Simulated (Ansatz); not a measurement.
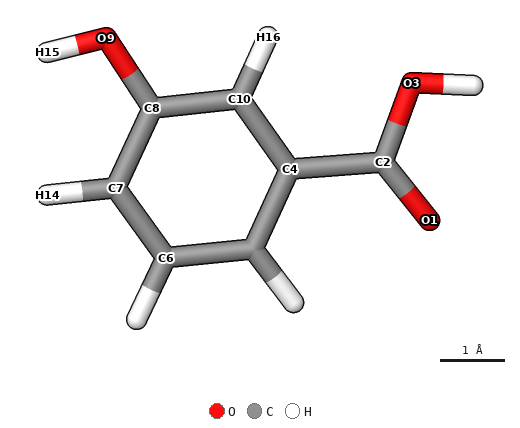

Fig. 1: The structure (stick view, seen at a tilt; atoms are numbered from 1 in the order of the input).

## Frequency calculation, with input and output: C7H6O3

The run: frequency calculation of C7H6O3, SMILES O=C(O)c1cccc(O)c1. Method and program: RKS PBE0-D4/def2-TZVP (Ansatz 0.2.0).

The geometry comes from this level: PBE0-D4/def2-TZVP. Figures and captions count atoms from 1; the log counts them from 0 in places.

## Log
```
Functional definition: PBE0
  name "PBE0"
  cite "Adamo & Barone, J. Chem. Phys. 110, 6158 (1999) doi:10.1063/1.478522"
  cite "Perdew, Burke & Ernzerhof, Phys. Rev. Lett. 77, 3865 (1996) doi:10.1103/PhysRevLett.77.3865"
  parent pbe
  parameter a = 0.25
  parameter kappa = 0.804
  parameter beta = 0.06672455060314922
  exchange = (1 - a)*pbe_x(kappa = kappa, mu = beta*pi^2/3) + a*exact_x
  correlation = pbe_c(beta = beta)
1977 factors; their error is unknown
mean field evaluation 1: about -13476.0266 eV, gradient 8.0e1 eV
mean field evaluation 2: about -13471.2974 eV, gradient 9.5e1 eV
mean field evaluation 4: about -13488.3015 eV, gradient 7.5e0 eV
mean field evaluation 8: about -13488.4036 eV, gradient 2.2e-1 eV
mean field evaluation 16: about -13488.4173 eV, gradient 1.1e-2 eV
mean field -13488.41734080 eV, -495.6901944968 hartree, gradient 2.1e-5 eV, S^2 0.000000; 0 other end points of the search recorded, 0 dependent functions left out
the calculation of the forces begins
reference -13488.41737395 eV, -495.6901957150 hartree; 36, 36 occupied and 310, 310 virtual orbitals, 1977 factors
these checks for a lower state are left out or cut short: stability, starts, cluster_reference, orbital_swaps, neighbouring_geometries, increment
1977 factors; their error is unknown
mean field -13488.41718380 eV, -495.6901887271 hartree, gradient 3.7e-6 eV, S^2 0.000000; 0 other end points of the search recorded, 0 dependent functions left out
[... from here on the field's lines of each further geometry are left out, up to the last ...]
the calculation of the forces begins
reference -13488.41734005 eV, -495.6901944693 hartree; 36, 36 occupied and 310, 310 virtual orbitals, 1977 factors
these checks for a lower state are left out or cut short: stability, starts, cluster_reference, orbital_swaps, neighbouring_geometries, increment
1977 factors; their error is unknown
mean field -13488.41728998 eV, -495.6901926292 hartree, gradient 3.7e-6 eV, S^2 0.000000; 0 other end points of the search recorded, 0 dependent functions left out
the calculation of the forces begins
reference -13488.41732313 eV, -495.6901938473 hartree; 36, 36 occupied and 310, 310 virtual orbitals, 1977 factors
Total energy: -13488.80645247 eV, -495.7044940870 hartree
Atom 0 at     2.633394    -1.623988    -0.807450 Å, force    -0.000531    -0.000955    -0.000231 eV/Å
Atom 1 at     1.619806    -1.613724    -0.158553 Å, force     0.000357     0.000423    -0.001078 eV/Å
Atom 2 at     1.267282    -2.640874     0.634018 Å, force    -0.000055    -0.000082     0.001622 eV/Å
Atom 3 at     0.642062    -0.500485    -0.139642 Å, force    -0.000803     0.000116     0.000922 eV/Å
Atom 4 at     0.909253     0.611656    -0.932731 Å, force     0.000207     0.000780     0.000199 eV/Å
Atom 5 at     0.016875     1.667001    -0.937172 Å, force     0.000355     0.000011    -0.000096 eV/Å
Atom 6 at    -1.131906     1.620721    -0.160861 Å, force    -0.000258    -0.000307     0.000292 eV/Å
Atom 7 at    -1.393427     0.507527     0.629465 Å, force     0.000747     0.000206    -0.000572 eV/Å
Atom 8 at    -2.498097     0.407348     1.407217 Å, force    -0.000986    -0.000525     0.000923 eV/Å
Atom 9 at    -0.504314    -0.558007     0.641154 Å, force     0.000240    -0.000277    -0.000885 eV/Å
Atom 10 at     1.968088    -3.300798     0.545113 Å, force     0.000409     0.000385    -0.000474 eV/Å
Atom 11 at     1.811516     0.626050    -1.529775 Å, force    -0.000091    -0.000063    -0.000060 eV/Å
Atom 12 at     0.210824     2.539662    -1.549591 Å, force    -0.000022     0.000049     0.000212 eV/Å
Atom 13 at    -1.829236     2.453530    -0.168645 Å, force     0.000048    -0.000002    -0.000072 eV/Å
Atom 14 at    -3.030095     1.202289     1.313056 Å, force     0.000409     0.000295    -0.000594 eV/Å
Atom 15 at    -0.715123    -1.420609     1.258694 Å, force    -0.000026    -0.000053    -0.000109 eV/Å
Dipole moment:    -0.457507     0.332414     0.112112 e Å
Vibrations: 57.21 153.43 188.10 236.44 348.78 375.18 399.22 434.54 510.92 534.08 548.49 612.99 649.41 696.55 747.41 779.36 823.94 905.85 925.51 951.72 972.97 1020.16 1104.53 1124.73 1181.78 1188.86 1209.92 1302.75 1335.49 1392.49 1400.04 1517.07 1535.34 1660.80 1683.65 1826.16 3174.70 3206.83 3233.67 3238.50 3798.27 3861.74 cm⁻¹, zero-point energy 3.276256 eV
```

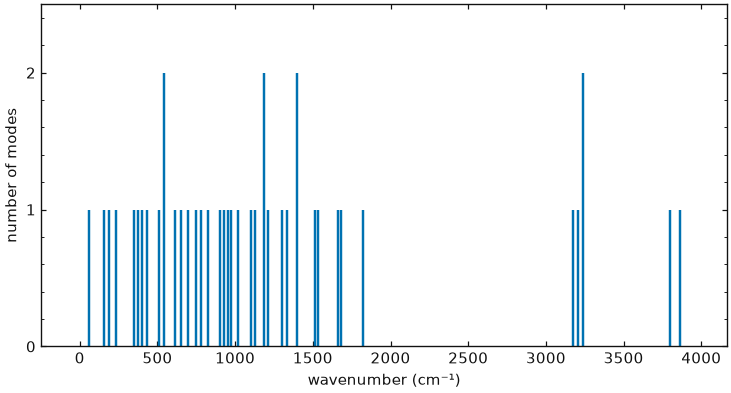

Fig. 2: Harmonic vibrational wavenumbers from the force constants; neighbouring modes closer than 17 cm⁻¹ are counted in one stick. 42 modes from 57 to 3862 cm⁻¹, none imaginary.

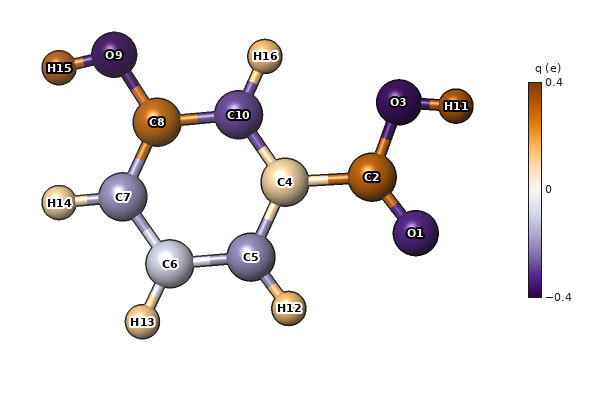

Fig. 3: Mulliken charges, as the colour of each atom (ball-and-stick view, seen on its broad side; atoms are numbered from 1 in the order of the input; Mulliken charges depend strongly on the basis). By element: O −0.38 to −0.32, C −0.29 to +0.30 and H +0.11 to +0.33 e.

The run was set up as follows.

## Input file
```yaml
crystal:
  periodic: [false, false, false]
  atoms:
    - {symbol: O, position_ang: [2.633394, -1.623988, -0.807450]}
    - {symbol: C, position_ang: [1.619806, -1.613724, -0.158553]}
    - {symbol: O, position_ang: [1.267282, -2.640874, 0.634018]}
    - {symbol: C, position_ang: [0.642062, -0.500485, -0.139642]}
    - {symbol: C, position_ang: [0.909253, 0.611656, -0.932731]}
    - {symbol: C, position_ang: [0.016875, 1.667001, -0.937172]}
    - {symbol: C, position_ang: [-1.131906, 1.620721, -0.160861]}
    - {symbol: C, position_ang: [-1.393427, 0.507527, 0.629465]}
    - {symbol: O, position_ang: [-2.498097, 0.407348, 1.407217]}
    - {symbol: C, position_ang: [-0.504314, -0.558007, 0.641154]}
    - {symbol: H, position_ang: [1.968088, -3.300798, 0.545113]}
    - {symbol: H, position_ang: [1.811516, 0.626050, -1.529775]}
    - {symbol: H, position_ang: [0.210824, 2.539662, -1.549591]}
    - {symbol: H, position_ang: [-1.829236, 2.453530, -0.168645]}
    - {symbol: H, position_ang: [-3.030095, 1.202289, 1.313056]}
    - {symbol: H, position_ang: [-0.715123, -1.420609, 1.258694]}
basis:
  gaussian: {orbitals: def2-TZVP}
hamiltonian: {xc: pbe0, dispersion: d4}
phonons: {temperatures: {t_min: 298.15, t_max: 900, t_step: 200}}
```

Launch command:
```bash
ansatz run in.yaml --threads 2 --pin off --events-out ev --progress --plain --max-ram 20480MiB --backend cuda --devices 0, --max-vram 18GiB
```

## Summary

| quantity | value |
| --- | --- |
| outcome | converged |
| total energy | −13488.8065 eV |
| mean-field energy | −13488.4174 eV |
| dispersion energy | −0.3891 eV |
| largest force (length of the vector) | 0.002 eV/Å |
| dipole moment | 2.77 D |
| hardware | 2 CPU threads, shared host |
| wall time | 3 min (CPU time 3.7 min) |
| peak memory | 0.98 GiB |
